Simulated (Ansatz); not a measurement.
## Electronic structure of CH9PSi2 (SMILES [SiH3]C[SiH2]P) in real space

```tsv
atom	x (Å)	y (Å)	z (Å)
Si	-1.4630	1.4027	-0.7520
C	-0.4017	0.3985	0.4215
Si	0.7833	-0.7733	-0.4321
P	2.0839	-2.0021	0.9419
H	-0.6030	2.2294	-1.6402
H	-2.3764	2.3083	-0.0037
H	-2.2855	0.4990	-1.5996
H	-1.0536	-0.1803	1.0842
H	0.1737	1.0822	1.0545
H	1.6988	-0.0043	-1.3189
H	0.0202	-1.7331	-1.2762
H	1.0015	-2.3735	1.7855
H	2.4421	-0.8885	1.7498
```

Geometry: PBE0-D4/def2-TZVP.

The calculation used RKS PBE0-D4/def2-TZVPP in Ansatz.

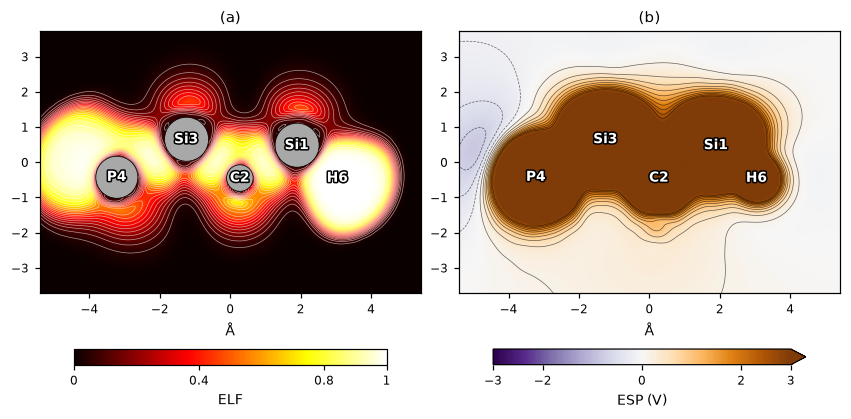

Figure 1. (a) electron localisation function; (b) electrostatic potential on the plane of atoms C2, Si1 and H6. Grey discs cover the atomic cores in the ELF map.

Interpret the plot.

The plane passes through Si, C, P and H nuclei.
C–Si (1.87 Å): the ELF peaks at about 0.95 between the atoms, as expected for a shared electron pair.
Si–P (2.26 Å): the ELF peaks at about 0.95 between the atoms; a covalent bond.
Si–H (1.49 Å): the ELF climbs to about 1 towards the hydrogen, as it does in any bond to H.
The ELF also peaks beside P4, away from the bonds: lone-pair regions.
Outside the dense part of the molecule the potential is most negative (−0.8 V) near P4.

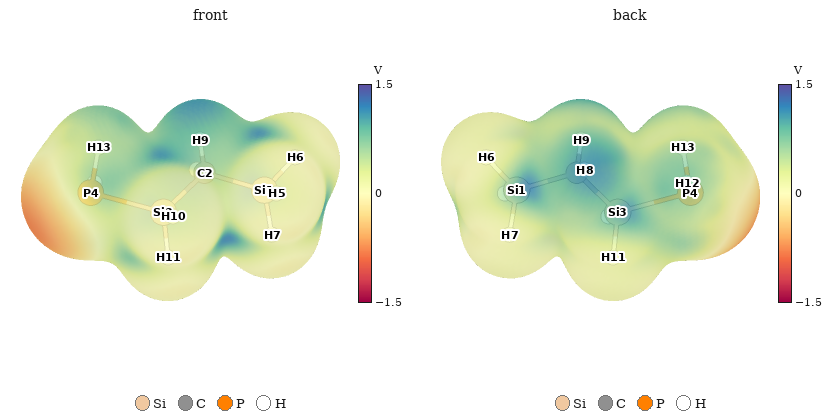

Figure 2. The molecular electrostatic potential painted on the density surface at 0.002 e/bohr³, seen from the front and from behind; red is negative and blue positive.

Where is the surface potential most negative and most positive?

The most negative region (about −0.8 V) lies over P4, the most positive (about +1.1 V) over Si1, Si3, H8 and H9.

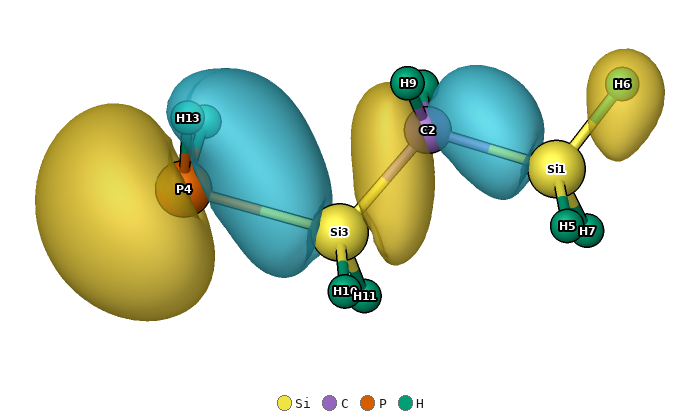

Figure 3. The HOMO at ±0.08 Å⁻³ᐟ² (yellow and cyan are the two phases), seen across its widest extent.

Describe this orbital and give its energy.

It lies mainly on P4 (about 65 %), Si3 (about 10 %) and C2 (about 10 %). Its energy is −7.41 eV.
